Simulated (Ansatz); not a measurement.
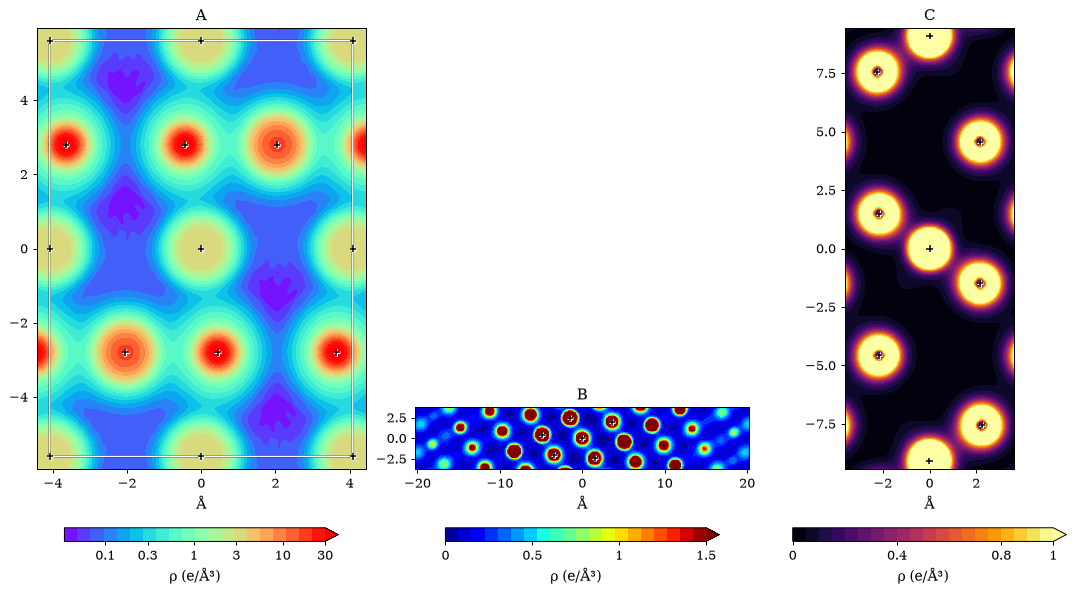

The valence charge density (pseudo) of 3 systems, each on a plane through atoms (crosses mark nuclei in the plane).

Level of theory: Ansatz 0.2.0, DFT, PBEsol, plane waves, PAW.

System 1: Y2HgSe4, the (001) plane of the conventional cell. Space group Cmmm; a structure from a database of computed crystals, not necessarily the ambient phase; started from the Cu2WS4-111 prototype, which need not be the ambient phase; changed on purpose from its base cell (shaken).

System 2: Lu3SbAs4, the (111) plane of the conventional cell. Space group R-3m; a structure from a database of computed crystals, not necessarily the ambient phase; started from the Mg3ZnO4-166 prototype, which need not be the ambient phase; changed on purpose from its base cell (shaken).

```
Lu Sb As
1.0
     3.98272    0.00007   -0.00002
    -1.99130    3.44913    0.00000
    -0.00017   -0.00014   39.58437
Lu Sb As
9 3 12
Direct
  0.99987 0.99988 0.25225
  0.66654 0.33321 0.58559
  0.33321 0.66654 0.91892
  0.99982 0.99984 0.00000
  0.66649 0.33317 0.33334
  0.33316 0.66650 0.66667
  0.66656 0.33323 0.08108
  0.33323 0.66657 0.41441
  0.99990 0.99990 0.74775
  0.33333 0.66667 0.16667
  0.00000 0.00000 0.50000
  0.66667 0.33333 0.83333
  0.33321 0.66654 0.04086
  0.99988 0.99988 0.37420
  0.66654 0.33321 0.70753
  0.99990 0.99990 0.12327
  0.66656 0.33323 0.45660
  0.33323 0.66656 0.78994
  0.66658 0.33325 0.21006
  0.33325 0.66658 0.54340
  0.99992 0.99991 0.87673
  0.33321 0.66653 0.29247
  0.99988 0.99987 0.62580
  0.66654 0.33320 0.95914
```

System 3: YBiCl6, the (010) plane of the conventional cell. Space group R-3; a structure from a database of computed crystals, not necessarily the ambient phase; started from the TiCuF6-2 prototype, which need not be the ambient phase.

```
CELL_PARAMETERS angstrom
3.32689 -5.64587 -0.15282
3.22764 5.70411 0.10322
0.14199 -0.41042 18.18974
ATOMIC_POSITIONS crystal
Y 0.00000 0.00000 0.50000
Y 0.33333 0.66667 0.16667
Y 0.66667 0.33333 0.83333
Bi 0.00000 0.00000 0.00000
Bi 0.66667 0.33333 0.33333
Bi 0.33333 0.66667 0.66667
Cl 0.00010 0.34057 0.08458
Cl 0.33343 0.00723 0.75125
Cl 0.66677 0.67390 0.41792
Cl 0.33323 0.32610 0.58208
Cl 0.99990 0.65943 0.91542
Cl 0.66657 0.99277 0.24875
Cl 0.00728 0.67384 0.24877
Cl 0.67395 0.00717 0.58211
Cl 0.34061 0.34051 0.91544
Cl 0.65939 0.65949 0.08456
Cl 0.32605 0.99283 0.41789
Cl 0.99272 0.32616 0.75123
Cl 0.00712 0.33320 0.41790
Cl 0.34045 0.99987 0.08456
Cl 0.67378 0.66653 0.75123
Cl 0.32622 0.33347 0.24877
Cl 0.65955 0.00013 0.91544
Cl 0.99288 0.66680 0.58210
```

> Match each panel to its system.

Panel A is system 1, Y2HgSe4: the plane holds Y, Hg and Se. Hg–Se (2.48 Å): ρ at the midpoint is about 0.57 e/Å³. Panel B is system 2, Lu3SbAs4: the plane holds Lu, Sb and As. Lu–As (2.81 Å): ρ at the midpoint is about 0.28 e/Å³. Panel C is system 3, YBiCl6: the plane holds Y, Bi and Cl. Y–Cl (2.63 Å): ρ is about 0.33 e/Å³ halfway.
